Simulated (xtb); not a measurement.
# Run report: SnNH$_{3}$ClF, geometry relaxation (part 3 of 4)

Continued. System: SnNH$_{3}$ClF, SMILES [NH2][SnH]([F])[Cl]. Method: GFN2-xTB (xtb 6.7.1 later snapshot). The geometry comes from this level: PBE0-D4/def2-TZVP.

Geometry of the input (Å):
```
N  -0.6481  1.1125  0.2943
Sn 0.5074  -0.5008  0.0797
F  0.9696  -0.7354  -1.7689
Cl -0.8176  -2.3107  0.6125
H  -1.6063  0.9393  0.0170
H  -0.3135  1.9253  -0.2083
H  1.9698  -0.4982  0.9280
```

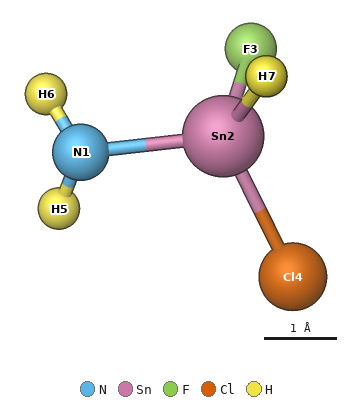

**Figure 1.** The geometry at step 8 of the log (ball-and-stick view, seen at a tilt; atoms are numbered from 1 in the order of the input).

## The program's output, continued
```
7
 xtb: 6.7.1
N           -0.58532948036798        1.16171683729960        0.28994146395704
Sn           0.47402404657458       -0.54591634558782        0.13808805704257
F            1.03987035716251       -0.66175364835839       -1.74438257481514
Cl          -0.85629811464962       -2.35408967633276        0.51603879789998
H           -1.58593253639057        0.99913874613692        0.26689953247693
H           -0.37167766349525        1.80594609524255       -0.46322636392985
H            1.94664339116634       -0.47304200840008        0.95094108736849

 Bond Distances (Angstroems)
 ---------------------------
N1-Sn2=2.0153        N1-H5=1.0140         N1-H6=1.0139         Sn2-N1=2.0153        Sn2-F3=1.9691        Sn2-Cl4=2.2764
Sn2-H7=1.6836        F3-Sn2=1.9691        Cl4-Sn2=2.2764       H5-N1=1.0140         H6-N1=1.0139         H7-Sn2=1.6836
 N  H  Rav=1.0139 sigma=0.0001  Rmin=1.0139  Rmax=1.0140     2
 Sn H  Rav=1.6836 sigma=0.0000  Rmin=1.6836  Rmax=1.6836     1
 Sn N  Rav=2.0153 sigma=0.0000  Rmin=2.0153  Rmax=2.0153     1
 Sn F  Rav=1.9691 sigma=0.0000  Rmin=1.9691  Rmax=1.9691     1
 Sn Cl Rav=2.2764 sigma=0.0000  Rmin=2.2764  Rmax=2.2764     1

 selected bond angles (degree)
 --------------------
H5-N1-Sn2=112.41               H6-N1-Sn2=111.82               H6-N1-H5=107.03                F3-Sn2-N1=105.84
Cl4-Sn2-N1=110.69              Cl4-Sn2-F3=106.26              H7-Sn2-N1=112.75               H7-Sn2-F3=102.28
H7-Sn2-Cl4=117.73

 selected dihedral angles (degree)
 ---------------------------------
F3-Sn2-N1-H5= 99.60           F3-Sn2-N1-H6=339.18           Cl4-Sn2-N1-H5=344.88          Cl4-Sn2-N1-H6=224.46
H7-Sn2-N1-H5=210.63           H7-Sn2-N1-H6= 90.21
           -------------------------------------------------
          |                Final Singlepoint                |
           -------------------------------------------------

          ...................................................
          :                      SETUP                      :
          :.................................................:
          :  # basis functions                  31          :
          :  # atomic orbitals                  29          :
          :  # shells                           13          :
          :  # electrons                        26          :
          :  max. iterations                   250          :
          :  Hamiltonian                  GFN2-xTB          :
          :  restarted?                      false          :
          :  GBSA solvation                  false          :
          :  PC potential                    false          :
          :  electronic temp.          300.0000000     K    :
          :  accuracy                    1.0000000          :
          :  -> integral cutoff          0.2500000E+02      :
          :  -> integral neglect         0.1000000E-07      :
          :  -> SCF convergence          0.1000000E-05 Eh   :
          :  -> wf. convergence          0.1000000E-03 e    :
          :  Broyden damping             0.4000000          :
          :  net charge                          0          :
          :  unpaired electrons                  0          :
          ...................................................

 iter      E             dE          RMSdq      gap      omega  full diag
   1    -15.9190884 -0.159191E+02  0.100E-04    3.69       0.0  T
   2    -15.9190884 -0.683542E-11  0.834E-05    3.69     453.4  T
   3    -15.9190884 -0.341061E-12  0.726E-05    3.69     520.7  T

   *** convergence criteria satisfied after 3 iterations ***

         #    Occupation            Energy/Eh            Energy/eV
      -------------------------------------------------------------
         1        2.0000           -1.0644748             -28.9658
       ...           ...                  ...                  ...
         7        2.0000           -0.4823392             -13.1251
         8        2.0000           -0.4794985             -13.0478
         9        2.0000           -0.4674704             -12.7205
        10        2.0000           -0.4621616             -12.5761
        11        2.0000           -0.4526261             -12.3166
        12        2.0000           -0.4504876             -12.2584
        13        2.0000           -0.4252605             -11.5719 (HOMO)
        14                         -0.2895802              -7.8799 (LUMO)
        15                         -0.1394538              -3.7947
        16                         -0.1203104              -3.2738
        17                         -0.1061337              -2.8880
        18                         -0.0542408              -1.4760
       ...                                ...                  ...
        29                          0.6140116              16.7081
      -------------------------------------------------------------
                  HL-Gap            0.1356804 Eh            3.6921 eV
             Fermi-level           -0.3574203 Eh           -9.7259 eV

 SCC (total)                   0 d,  0 h,  0 min,  0.002 sec
 SCC setup                      ...        0 min,  0.000 sec (  1.727%)
 Dispersion                     ...        0 min,  0.000 sec (  0.559%)
 classical contributions        ...        0 min,  0.000 sec (  0.219%)
 integral evaluation            ...        0 min,  0.000 sec ( 25.912%)
 iterations                     ...        0 min,  0.000 sec ( 24.881%)
 molecular gradient             ...        0 min,  0.001 sec ( 43.196%)
 printout                       ...        0 min,  0.000 sec (  3.054%)

         :::::::::::::::::::::::::::::::::::::::::::::::::::::
         ::                     SUMMARY                     ::
         :::::::::::::::::::::::::::::::::::::::::::::::::::::
         :: total energy             -15.872290108197 Eh    ::
         :: gradient norm              0.000155400028 Eh/a0 ::
         :: HOMO-LUMO gap              3.692050880786 eV    ::
         ::.................................................::
         :: SCC energy               -15.919085116732 Eh    ::
         :: -> isotropic ES            0.021579376391 Eh    ::
         :: -> anisotropic ES          0.000047098217 Eh    ::
         :: -> anisotropic XC          0.003863463055 Eh    ::
         :: -> dispersion             -0.004011782955 Eh    ::
         :: repulsion energy           0.046795008535 Eh    ::
         :: add. restraining           0.000000000000 Eh    ::
         :: total charge              -0.000000000000 e     ::
         :::::::::::::::::::::::::::::::::::::::::::::::::::::

           -------------------------------------------------
          |                Property Printout                |
           -------------------------------------------------

    * Orbital Energies and Occupations

         #    Occupation            Energy/Eh            Energy/eV
      -------------------------------------------------------------
         1        2.0000           -1.0644748             -28.9658
         2        2.0000           -0.8438086             -22.9612
         3        2.0000           -0.7405858             -20.1524
         4        2.0000           -0.6128555             -16.6766
         5        2.0000           -0.5343841             -14.5413
         6        2.0000           -0.4933619             -13.4251
         7        2.0000           -0.4823392             -13.1251
         8        2.0000           -0.4794985             -13.0478
         9        2.0000           -0.4674704             -12.7205
        10        2.0000           -0.4621616             -12.5761
        11        2.0000           -0.4526261             -12.3166
        12        2.0000           -0.4504876             -12.2584
        13        2.0000           -0.4252605             -11.5719 (HOMO)
        14                         -0.2895802              -7.8799 (LUMO)
        15                         -0.1394538              -3.7947
        16                         -0.1203104              -3.2738
        17                         -0.1061337              -2.8880
        18                         -0.0542408              -1.4760
        19                         -0.0506739              -1.3789
        20                          0.0051886               0.1412
        21                          0.0056088               0.1526
        22                          0.0095181               0.2590
        23                          0.0148794               0.4049
        24                          0.0247716               0.6741
       ...                                ...                  ...
        29                          0.6140116              16.7081
      -------------------------------------------------------------
                  HL-Gap            0.1356804 Eh            3.6921 eV
             Fermi-level           -0.3574203 Eh           -9.7259 eV

     #   Z          covCN         q      C6AA      α(0)
     1   7          2.545    -0.374    29.689     8.092
     2  50          3.289     0.414   334.102    34.407
     3   9          0.707    -0.334    12.724     4.212
     4  17          0.810    -0.136   103.281    15.547
     5   1          0.868     0.180     1.210     1.723
     6   1          0.869     0.186     1.180     1.701
     7   1          0.930     0.063     2.158     2.297

 Mol. C6AA /au·bohr⁶  :       1661.594738
 Mol. C8AA /au·bohr⁸  :     103249.682253
 Mol. α(0) /au        :         67.978307

Wiberg/Mayer (AO) data.
largest (>0.10) Wiberg bond orders for each atom

 ---------------------------------------------------------------------------
     #   Z sym  total        # sym  WBO       # sym  WBO       # sym  WBO
 ---------------------------------------------------------------------------
     1   7      3.167 --     5      0.943     6      0.943     2      0.851
                             7      0.181     4      0.145     3      0.104
     2  50      3.209 --     4      0.944     1      0.851     3      0.825
                             7      0.550
     3   9      1.116 --     2      0.825     7      0.107     1      0.104
     4  17      1.327 --     2      0.944     7      0.156     1      0.145
     5   1      0.967 --     1      0.943
     6   1      0.966 --     1      0.943
     7   1      0.996 --     2      0.550     1      0.181     4      0.156
                             3      0.107
 ---------------------------------------------------------------------------

Topologies differ in total number of bonds
Writing topology from bond orders to xtbtopo.mol

molecular dipole:
                 x           y           z       tot (Debye)
 q only:       -0.090       0.690       0.913
   full:       -0.218       0.598       0.808       2.616
molecular quadrupole (traceless):
                xx          xy          yy          xz          yz          zz
 q only:        3.380      -1.957      -0.388       4.439      -2.751      -2.992
  q+dip:        4.481      -1.875      -0.113       5.762      -3.960      -4.369
   full:        4.295      -2.278      -0.012       5.674      -4.372      -4.283

           -------------------------------------------------
          |                Geometry Summary                 |
           -------------------------------------------------

      molecular mass/u    :      190.1919788
   center of mass at/Å    :        0.1969560      -0.7477449       0.0334861
  moments of inertia/u·Å² :        0.1172346E+03   0.2169969E+03   0.2778830E+03
rotational constants/cm⁻¹ :        0.1437940E+00   0.7768605E-01   0.6066449E-01

 * 5 selected distances

     #   Z          #   Z                                           value/Å
     1   7          2  50                                         2.0152670
     2  50          4  17                                         2.2764217 (max)
     1   7          5   1                                         1.0139868
     1   7          6   1                                         1.0138740 (min)
     2  50          7   1                                         1.6836416

 * 4 distinct bonds (by element types)

   Z      Z             #   av. dist./Å        max./Å        min./Å
   1 H    7 N           2     1.0139304     1.0139868     1.0138740
   1 H   50 Sn          1     1.6836416     1.6836416     1.6836416
   7 N   50 Sn          1     2.0152670     2.0152670     2.0152670
  17 Cl  50 Sn          1     2.2764217     2.2764217     2.2764217

optimized geometry written to: xtbopt.xyz

           -------------------------------------------------
          | TOTAL ENERGY              -15.872290108197 Eh   |
          | GRADIENT NORM               0.000155400028 Eh/α |
          | HOMO-LUMO GAP               3.692050880786 eV   |
           -------------------------------------------------

------------------------------------------------------------------------
------------------------------------------------------------------------
 total:
 *  cpu-time:     0 d,  0 h,  0 min,  0.052 sec
 * ratio c/w:     1.000 speedup
 SCF:
 *  cpu-time:     0 d,  0 h,  0 min,  0.004 sec
 * ratio c/w:     1.000 speedup
 ANC optimizer:
 *  cpu-time:     0 d,  0 h,  0 min,  0.041 sec
 * ratio c/w:     1.000 speedup
```

## File xtbopt.xyz
```
7
 energy: -15.872290108197 gnorm: 0.000155400028 xtb: 6.7.1
N           -0.58532948036798        1.16171683729960        0.28994146395704
Sn           0.47402404657458       -0.54591634558782        0.13808805704257
F            1.03987035716251       -0.66175364835839       -1.74438257481514
Cl          -0.85629811464962       -2.35408967633276        0.51603879789998
H           -1.58593253639057        0.99913874613692        0.26689953247693
H           -0.37167766349525        1.80594609524255       -0.46322636392985
H            1.94664339116634       -0.47304200840008        0.95094108736849
```

## Standard error
```
normal termination of xtb
```

## Trajectory as extended XYZ (Å, eV, eV/Å), 17 frames, from step=0 to step=16
```
7
Properties=species:S:1:pos:R:3 step=0 energy=-431.86104
N    -0.6481    1.1125    0.2943
Sn    0.5074   -0.5008    0.0797
F     0.9696   -0.7354   -1.7689
Cl   -0.8176   -2.3107    0.6125
H    -1.6063    0.9393    0.0170
H    -0.3135    1.9253   -0.2083
H     1.9698   -0.4982    0.9280
7
Properties=species:S:1:pos:R:3 step=1 energy=-431.88340
N    -0.6332    1.1108    0.2986
Sn    0.4626   -0.5699    0.1369
F     0.9750   -0.7141   -1.7340
Cl   -0.8348   -2.3229    0.5790
H    -1.5962    0.9502    0.0251
H    -0.2898    1.9049   -0.2296
H     1.9777   -0.4270    0.8783
7
Properties=species:S:1:pos:R:3 step=2 energy=-431.90010
N    -0.6355    1.1207    0.3090
Sn    0.4770   -0.5451    0.1433
F     0.9700   -0.7222   -1.7382
Cl   -0.8438   -2.3455    0.5691
H    -1.5968    0.9546    0.0320
H    -0.2900    1.8964   -0.2454
H     1.9805   -0.4269    0.8844
7
Properties=species:S:1:pos:R:3 step=3 energy=-431.90279
N    -0.6370    1.1240    0.3150
Sn    0.4737   -0.5426    0.1326
F     0.9774   -0.7154   -1.7554
Cl   -0.8302   -2.3440    0.5789
H    -1.6008    0.9632    0.0424
H    -0.2878    1.8856   -0.2576
H     1.9660   -0.4387    0.8984
7
Properties=species:S:1:pos:R:3 step=4 energy=-431.90407
N    -0.6340    1.1283    0.3137
Sn    0.4709   -0.5478    0.1362
F     0.9809   -0.7076   -1.7613
Cl   -0.8288   -2.3546    0.5769
H    -1.6044    0.9738    0.0581
H    -0.2886    1.8793   -0.2757
H     1.9653   -0.4394    0.9063
7
Properties=species:S:1:pos:R:3 step=5 energy=-431.90454
N    -0.6282    1.1350    0.3131
Sn    0.4688   -0.5487    0.1401
F     0.9843   -0.7040   -1.7625
Cl   -0.8302   -2.3610    0.5679
H    -1.6037    0.9775    0.0802
H    -0.2945    1.8736   -0.2986
H     1.9648   -0.4405    0.9141
7
Properties=species:S:1:pos:R:3 step=6 energy=-431.90486
N    -0.6251    1.1359    0.3113
Sn    0.4709   -0.5487    0.1395
F     0.9878   -0.7022   -1.7626
Cl   -0.8339   -2.3581    0.5644
H    -1.6034    0.9764    0.0923
H    -0.2997    1.8706   -0.3081
H     1.9647   -0.4419    0.9175
7
Properties=species:S:1:pos:R:3 step=7 energy=-431.90580
N    -0.6122    1.1419    0.3070
Sn    0.4744   -0.5466    0.1369
F     1.0077   -0.6927   -1.7574
Cl   -0.8487   -2.3483    0.5495
H    -1.6013    0.9720    0.1461
H    -0.3204    1.8551   -0.3528
H     1.9618   -0.4493    0.9250
7
Properties=species:S:1:pos:R:3 step=8 energy=-431.90622
N    -0.6080    1.1465    0.3039
Sn    0.4748   -0.5445    0.1373
F     1.0159   -0.6868   -1.7529
Cl   -0.8494   -2.3469    0.5434
H    -1.6004    0.9751    0.1696
H    -0.3314    1.8477   -0.3752
H     1.9598   -0.4591    0.9281
7
Properties=species:S:1:pos:R:3 step=9 energy=-431.90666
N    -0.5976    1.1545    0.2983
Sn    0.4736   -0.5450    0.1368
F     1.0302   -0.6700   -1.7472
Cl   -0.8521   -2.3500    0.5336
H    -1.5955    0.9852    0.2169
H    -0.3498    1.8278   -0.4211
H     1.9525   -0.4705    0.9371
7
Properties=species:S:1:pos:R:3 step=10 energy=-431.90668
N    -0.5972    1.1551    0.2960
Sn    0.4723   -0.5454    0.1375
F     1.0287   -0.6686   -1.7453
Cl   -0.8489   -2.3541    0.5328
H    -1.5933    0.9912    0.2183
H    -0.3514    1.8248   -0.4227
H     1.9512   -0.4710    0.9378
7
Properties=species:S:1:pos:R:3 step=11 energy=-431.90691
N    -0.5933    1.1567    0.2938
Sn    0.4733   -0.5462    0.1380
F     1.0312   -0.6669   -1.7454
Cl   -0.8510   -2.3550    0.5267
H    -1.5932    0.9942    0.2341
H    -0.3556    1.8194   -0.4357
H     1.9500   -0.4702    0.9428
7
Properties=species:S:1:pos:R:3 step=12 energy=-431.90695
N    -0.5895    1.1586    0.2936
Sn    0.4735   -0.5464    0.1392
F     1.0323   -0.6644   -1.7452
Cl   -0.8537   -2.3554    0.5209
H    -1.5897    0.9954    0.2468
H    -0.3602    1.8128   -0.4480
H     1.9486   -0.4686    0.9469
7
Properties=species:S:1:pos:R:3 step=13 energy=-431.90700
N    -0.5881    1.1596    0.2920
Sn    0.4731   -0.5466    0.1386
F     1.0343   -0.6640   -1.7454
Cl   -0.8533   -2.3563    0.5198
H    -1.5889    0.9978    0.2525
H    -0.3631    1.8112   -0.4518
H     1.9474   -0.4697    0.9485
7
Properties=species:S:1:pos:R:3 step=14 energy=-431.90701
N    -0.5871    1.1607    0.2909
Sn    0.4737   -0.5460    0.1387
F     1.0367   -0.6633   -1.7446
Cl   -0.8543   -2.3552    0.5179
H    -1.5877    0.9986    0.2588
H    -0.3674    1.8091   -0.4569
H     1.9474   -0.4719    0.9494
7
Properties=species:S:1:pos:R:3 step=15 energy=-431.90701
N    -0.5847    1.1622    0.2894
Sn    0.4739   -0.5459    0.1381
F     1.0406   -0.6613   -1.7441
Cl   -0.8561   -2.3545    0.5153
H    -1.5860    1.0001    0.2695
H    -0.3727    1.8052   -0.4655
H     1.9463   -0.4738    0.9515
7
Properties=species:S:1:pos:R:3 step=16 energy=-431.90702
N    -0.5853    1.1617    0.2899
Sn    0.4740   -0.5459    0.1381
F     1.0399   -0.6617   -1.7444
Cl   -0.8563   -2.3541    0.5160
H    -1.5859    0.9991    0.2669
H    -0.3717    1.8059   -0.4632
H     1.9466   -0.4730    0.9509
```

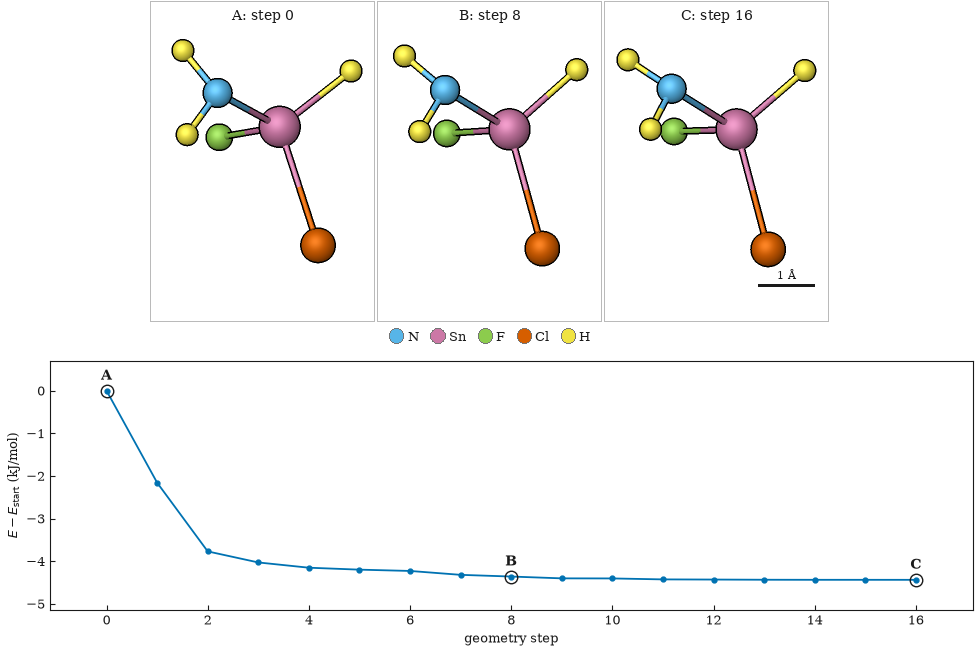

**Figure 2.** Frames of the relaxation (ball-and-stick view, seen at a tilt) above the curves, on which the letters mark them (steps are counted from 0).
